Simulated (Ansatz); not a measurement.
## CH8Si2: molecular dynamics (part 6 of 6)

Continued. System: CH8Si2. Method: RKS PBE0/6-31G* (Ansatz 0.2.0). It belongs to a series of runs on one base structure; here: dynamics from the start.

Geometry of the input (Å):
```
Si -0.0011  -0.1002  -0.1657
H  -0.2445  -0.3966  1.2784
C  1.8551  -0.0005  -0.5020
H  2.3480  -0.9387  -0.2269
H  2.0523  0.1874  -1.5628
H  2.3171  0.8071  0.0755
Si -1.1081  1.8864  -0.7239
H  -2.5730  1.7781  -0.4570
H  -0.5760  3.0327  0.0727
H  -0.9241  2.2132  -2.1698
H  -0.6033  -1.2204  -0.9500
```

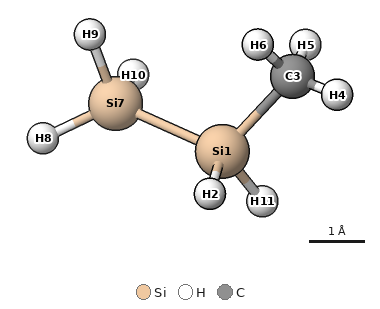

Figure 1. The geometry at step 246 of the log (ball-and-stick view, seen at a tilt; atoms are numbered from 1 in the order of the input).

**Trajectory as extended XYZ, continued**
```
11
Properties=species:S:1:pos:R:3:forces:R:3 step=239 time_fs=239.0 energy=-16913.15696 temperature=717.9
Si    0.0087   -0.1156   -0.1884   -0.5153  -0.3314   1.1764
H    -0.2256   -0.5236    1.2350   -0.0706   0.3063   0.0593
C     1.8394    0.0058   -0.4647    1.3127  -0.4226   2.6936
H     2.4584   -0.9055   -0.2372   -0.9302   0.4464  -0.0945
H     1.9683    0.1889   -1.4748    0.7074   0.7957  -2.3234
H     2.3162    0.8060    0.1756   -0.6008  -0.4875  -0.8690
Si   -1.1113    1.8959   -0.7249   -0.3339   0.6303  -0.2350
H    -2.4962    2.1420   -0.1526    0.2131  -0.6206  -0.3483
H    -0.5032    3.1509   -0.1317    0.3668  -0.4241  -0.3485
H    -1.1427    1.9839   -2.2623   -0.0450   0.1154   0.7883
H    -0.5766   -1.2877   -0.8763   -0.1043  -0.0080  -0.4990
11
Properties=species:S:1:pos:R:3:forces:R:3 step=243 time_fs=243.0 energy=-16912.80884 temperature=430.3
Si   -0.0057   -0.1116   -0.1852    0.0952  -1.8242   0.5929
H    -0.1842   -0.5480    1.2741   -0.1452   0.3946  -0.5477
C     1.8809   -0.0016   -0.4674    0.5008  -1.1919  -0.5981
H     2.5314   -0.9544   -0.1623   -1.6933   1.9626  -0.7463
H     1.9957    0.2208   -1.5835    0.4151  -0.1149   1.5498
H     2.1824    0.8320    0.1804    0.4539   0.0507  -0.4527
Si   -1.1239    1.8891   -0.7177    2.1705   1.0898  -1.5990
H    -2.3667    2.2832   -0.2006   -2.0717  -0.2768   0.6027
H    -0.4443    3.1852   -0.2209    0.2947  -0.8698  -0.2728
H    -1.1143    2.0330   -2.2779   -0.1330  -0.1736   1.1137
H    -0.5392   -1.3326   -0.9903    0.1130   0.9536   0.3575
11
Properties=species:S:1:pos:R:3:forces:R:3 step=246 time_fs=246.0 energy=-16912.93758 temperature=534.0
Si   -0.0164   -0.1145   -0.1806    0.8174  -1.3755  -0.2097
H    -0.1672   -0.5284    1.2566   -0.2354   0.1534  -0.1510
C     1.9158   -0.0150   -0.4697   -3.5424   3.3020  -2.7680
H     2.4368   -0.8285   -0.1664    1.6544  -2.7965   0.9282
H     2.0634    0.2468   -1.5770    0.1634  -0.4286   1.5857
H     2.1134    0.8479    0.1320    0.9416   0.7058   0.3455
Si   -1.1271    1.8879   -0.7171    0.5366   1.1197   0.0138
H    -2.4372    2.3518   -0.1924   -0.3454  -0.6677   0.0427
H    -0.3697    3.1297   -0.3151    0.3473  -0.4110   0.1349
H    -1.1056    2.0556   -2.1859   -0.2126  -0.2161  -0.3302
H    -0.5030   -1.2825   -1.0498   -0.1250   0.6144   0.4081
11
Properties=species:S:1:pos:R:3:forces:R:3 step=250 time_fs=250.0 energy=-16912.84843 temperature=463.7
Si   -0.0264   -0.1239   -0.1756    1.6038   0.4708  -0.7325
H    -0.1760   -0.4877    1.2264   -0.2501  -0.2430   0.6089
C     1.9280   -0.0033   -0.4913   -1.6535  -0.2042   3.8149
H     2.4642   -0.9278   -0.0796   -0.6755   1.4295  -0.5905
H     2.1874    0.2422   -1.4535    0.6383   0.1810  -2.7253
H     2.1373    0.9241    0.0972    0.5512  -0.8249  -0.0220
Si   -1.1294    1.8913   -0.7154   -0.8911   0.5985   1.2713
H    -2.5587    2.3533   -0.1799    1.3216  -0.7848  -0.3723
H    -0.2226    3.0124   -0.4171    0.2922   0.2955   0.5336
H    -1.1238    2.0588   -2.1320   -0.3045  -0.2004  -1.4896
H    -0.4792   -1.1549   -1.0874   -0.6323  -0.7179  -0.2966
```
